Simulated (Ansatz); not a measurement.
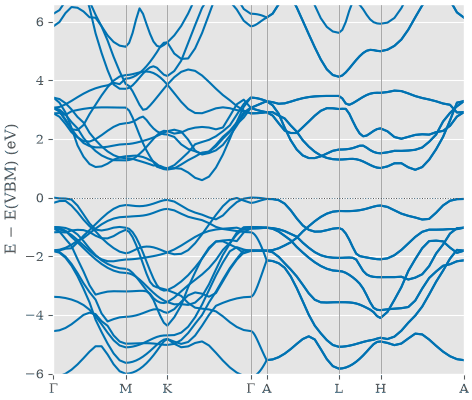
Band structure from PBE+D3(BJ) (plane waves, PAW; program Ansatz)

Read off the gap and where the band edges lie.

About 0.6 eV (0.59 eV by a search for the band edges); maximum at Γ, minimum on the K–Γ line, 41 % of the way from K.

The material is Te2Mo in space group P6_3/mmc (No. 194; Te on 4f, Mo on 2d).

Symmetry was held in the PBE+D3(BJ) relaxation; of distortions, only those at the zone centre were tested. The run is not spin-polarised. Spin–orbit coupling is left out wherever it is not named.

Potentials: the later of the program's two PAW sets.
